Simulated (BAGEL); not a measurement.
**C4H2Be (Be(CCH)2): HF/6-31G(d) (density fitting with qzvpp-jkfit, spherical functions)**

Aim: the energy change on altering one bond length of C4H2Be (Be(CCH)2) at HF/6-31G* (density fitting with qzvpp-jkfit, spherical functions), from 2 runs. 

Program for the calculation: BAGEL 1.2.2.

6 further runs of the same task are left out: 6 set aside as unsound or not needed. Runs told in other sessions of the task aren't counted.

## (1) Starting point

C4H2Be: 7 atoms, total charge 0, spin state singlet. As SMILES, `C#[C][Be][C]#C`. Geometry: a GFN2-xTB relaxation, a rough one for these elements and not checked as a minimum.

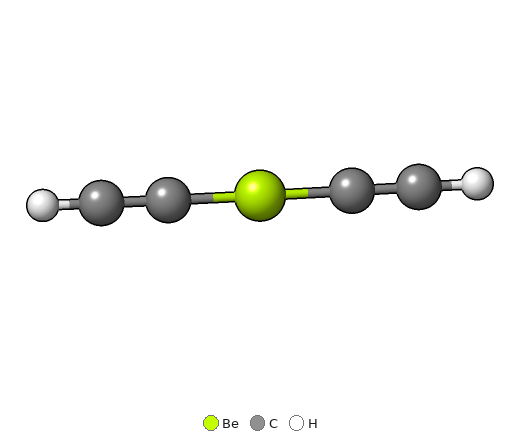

Viewed from a chosen angle; beryllium green, carbon grey, hydrogen white.

## (2) A single-point energy at HF/6-31G(d) (density fitting with qzvpp-jkfit, spherical functions)

The input, job.json:

```json
{ "bagel": [

{
  "title": "molecule",
  "basis": "6-31gs.json",
  "df_basis": "qzvpp-jkfit",
  "angstrom": "true",
  "geometry": [
    { "atom": "Be", "xyz": [    0.000620,    0.010690,    0.000080 ] },
    { "atom": "C", "xyz": [    0.002220,   -0.005280,    1.658240 ] },
    { "atom": "C", "xyz": [    0.003160,   -0.019850,    2.865860 ] },
    { "atom": "H", "xyz": [    0.005080,   -0.031460,    3.921240 ] },
    { "atom": "C", "xyz": [   -0.000550,    0.017160,   -1.658180 ] },
    { "atom": "C", "xyz": [   -0.002660,    0.015280,   -2.865890 ] },
    { "atom": "H", "xyz": [   -0.007880,    0.013460,   -3.921350 ] }
  ]
},
{
  "title": "hf"
},
{
  "title": "print",
  "file": "orbitals.molden",
  "orbitals": "true"
}

]}
```

The basis set 6-31G* is read from a file made from the Basis Set Exchange's data (not shown).

Started as:

```console
$ BAGEL_NUM_THREADS=1 BAGEL job.json > job.out
```

Output:

```text
* using 1 threads per process

  ===============================================================
  ===============================================================

  *** Geometry ***

  { "atom" : "Be", "xyz" : [      0.001172,      0.020201,      0.000151 ] },
  { "atom" : "C", "xyz" : [      0.004195,     -0.009978,      3.133619 ] },
  { "atom" : "C", "xyz" : [      0.005972,     -0.037511,      5.415691 ] },
  { "atom" : "H", "xyz" : [      0.009600,     -0.059451,      7.410070 ] },
  { "atom" : "C", "xyz" : [     -0.001039,      0.032428,     -3.133506 ] },
  { "atom" : "C", "xyz" : [     -0.005027,      0.028875,     -5.415747 ] },
  { "atom" : "H", "xyz" : [     -0.014891,      0.025436,     -7.410278 ] },

  Number of auxiliary basis functions:      387

  Since a DF basis is specified, we compute 2- and 3-index integrals:
    o Being stored without compression. Storage requirement is 0.017 GB

  Number of basis functions:       74
  Number of electrons      :       30

    * METHOD: MOLECULE                             0.14

  *** RHF ***

  === Nuclear Repulsion ===
    85.2606730642

      * DIIS with orbital gradients will be used.

  === RHF iteration (6-31gs.json) ===
      0       -167.05344537          0.01790029           0.03
      1       -167.16684178          0.00694034           0.03
      2       -167.18086972          0.00214372           0.03
      3       -167.18230779          0.00110123           0.03
      4       -167.18272792          0.00006805           0.03
      5       -167.18273141          0.00001244           0.03
      6       -167.18273153          0.00000278           0.03
      7       -167.18273154          0.00000056           0.03
      8       -167.18273154          0.00000010           0.03
      9       -167.18273154          0.00000004           0.03
     10       -167.18273154          0.00000002           0.03
     11       -167.18273154          0.00000000           0.03
    * SCF iteration converged.

    * Permanent dipole moment:
           (    0.001989,     0.000020,    -0.000076) a.u.

    * METHOD: HF                                   0.44

    * METHOD: PRINT                                0.01

  ===============================================================
```

Wall time 0.72 s (1 thread of Arm Neoverse V1, shared host).

## (3) The distorted shape at the same level

The input, input.json:

```json
{ "bagel": [

{
  "title": "molecule",
  "basis": "6-31gs.json",
  "df_basis": "qzvpp-jkfit",
  "angstrom": true,
  "geometry": [
    { "atom": "Be", "xyz": [   -0.001300,    0.029854,   -1.989689 ] },
    { "atom": "C", "xyz": [    0.002220,   -0.005280,    1.658240 ] },
    { "atom": "C", "xyz": [    0.003160,   -0.019850,    2.865860 ] },
    { "atom": "H", "xyz": [    0.005080,   -0.031460,    3.921240 ] },
    { "atom": "C", "xyz": [   -0.002470,    0.036324,   -3.647949 ] },
    { "atom": "C", "xyz": [   -0.004580,    0.034444,   -4.855659 ] },
    { "atom": "H", "xyz": [   -0.009800,    0.032624,   -5.911119 ] }
  ]
},
{
  "title": "hf",
  "charge": 0
},
{
  "title": "print",
  "file": "orbitals.molden",
  "orbitals": true
}

]}
```

The basis set 6-31G* is read from a file made from the Basis Set Exchange's data (not shown).

Started as:

```console
$ BAGEL_NUM_THREADS=1 BAGEL input.json > input.out
```

Output:

```text
* using 1 threads per process

  ===============================================================
  ===============================================================

  *** Geometry ***

  { "atom" : "Be", "xyz" : [     -0.002457,      0.056416,     -3.759967 ] },
  { "atom" : "C", "xyz" : [      0.004195,     -0.009978,      3.133619 ] },
  { "atom" : "C", "xyz" : [      0.005972,     -0.037511,      5.415691 ] },
  { "atom" : "H", "xyz" : [      0.009600,     -0.059451,      7.410070 ] },
  { "atom" : "C", "xyz" : [     -0.004668,      0.068642,     -6.893625 ] },
  { "atom" : "C", "xyz" : [     -0.008655,      0.065090,     -9.175866 ] },
  { "atom" : "H", "xyz" : [     -0.018519,      0.061650,    -11.170396 ] },

  Number of auxiliary basis functions:      387

  Since a DF basis is specified, we compute 2- and 3-index integrals:
    o Being stored without compression. Storage requirement is 0.017 GB

  Number of basis functions:       74
  Number of electrons      :       30

    * METHOD: MOLECULE                             0.13

  *** RHF ***

  === Nuclear Repulsion ===
    72.9774722389

      * DIIS with orbital gradients will be used.

  === RHF iteration (6-31gs.json) ===
      0       -166.72141647          0.01972865           0.03
      1       -166.86816562          0.01345994           0.03
      2       -166.93595362          0.00342362           0.03
      3       -166.94176954          0.00167281           0.03
      4       -166.94304044          0.00030379           0.03
      5       -166.94311469          0.00015045           0.03
      6       -166.94312610          0.00006113           0.03
      7       -166.94312926          0.00002435           0.03
      8       -166.94312971          0.00000827           0.03
      9       -166.94312976          0.00000450           0.03
     10       -166.94312978          0.00000173           0.03
     11       -166.94312978          0.00000063           0.03
     12       -166.94312978          0.00000035           0.03
     13       -166.94312978          0.00000016           0.03
     14       -166.94312978          0.00000010           0.03
     15       -166.94312978          0.00000006           0.03
     16       -166.94312978          0.00000004           0.03
     17       -166.94312978          0.00000002           0.03
     18       -166.94312978          0.00000001           0.03
    * SCF iteration converged.

    * Permanent dipole moment:
           (    0.005748,    -0.033371,     3.829951) a.u.

    * METHOD: HF                                   0.66

    * METHOD: PRINT                                0.01

  ===============================================================
```

Wall time 0.95 s (1 thread of Arm Neoverse V1, shared host).

## (4) Results

At HF/6-31G* (density fitting with qzvpp-jkfit, spherical functions):

| quantity | value |
| --- | --- |
| first shape: total energy | -167.18273 Eh |
| first shape: dipole moment | 0.01 D |
| first shape: HOMO energy | -10.54 eV |
| first shape: LUMO energy | 2.18 eV |
| first shape: HOMO–LUMO gap | 12.71 eV |
| distorted shape: total energy | -166.94313 Eh |
| distorted shape: dipole moment | 9.74 D |
| distorted shape: HOMO energy | -8.24 eV |
| distorted shape: LUMO energy | -1.34 eV |
| distorted shape: HOMO–LUMO gap | 6.90 eV |
| energy change with the Be1–C2 bond stretched from 1.658 to 3.648 Å | 6.520 eV |

One bond (distorted shape) is far stretched, which a spin-restricted single reference describes badly; a broken-symmetry solution may lie lower. With the Be1–C2 bond stretched from 1.658 to 3.648 Å the energy rises by 6.52 eV (629 kJ/mol). The first shape isn't relaxed at this level, so the change isn't measured from a minimum. A restricted reference can't describe the breaking bond well at this length.
